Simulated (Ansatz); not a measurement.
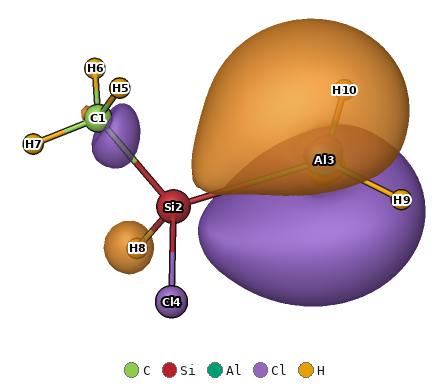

The picture shows: CH₆AlClSi (SMILES C[SiH]([AlH2])Cl). One frontier orbital at ±0.1 Å⁻³ᐟ² (orange and purple are the two phases), seen at a tilt.

Geometry: PBE0-D4/def2-TZVP.

Computed with RKS PBE0-D4/def2-TZVPP in Ansatz.

```yaml
atoms:
  - { symbol: C, position_ang: [-1.0112, 1.2589, -0.0062] }
  - { symbol: Si, position_ang: [-0.3384, -0.4162, -0.5054] }
  - { symbol: Al, position_ang: [1.8231, -1.0110, 0.5209] }
  - { symbol: Cl, position_ang: [-1.7536, -1.8523, 0.0154] }
  - { symbol: H, position_ang: [-1.1528, 1.3230, 1.0744] }
  - { symbol: H, position_ang: [-0.3169, 2.0470, -0.3111] }
  - { symbol: H, position_ang: [-1.9735, 1.4396, -0.4903] }
  - { symbol: H, position_ang: [-0.2561, -0.4608, -1.9952] }
  - { symbol: H, position_ang: [1.9682, -2.2846, 1.4560] }
  - { symbol: H, position_ang: [3.0945, -0.0947, 0.2445] }
```

Which orbital is it: HOMO or LUMO?

Answer. The LUMO, at −2.21 eV. Its weight (Hirshfeld) is mainly on Al3 (about 70 %) and Si2 (about 15 %).
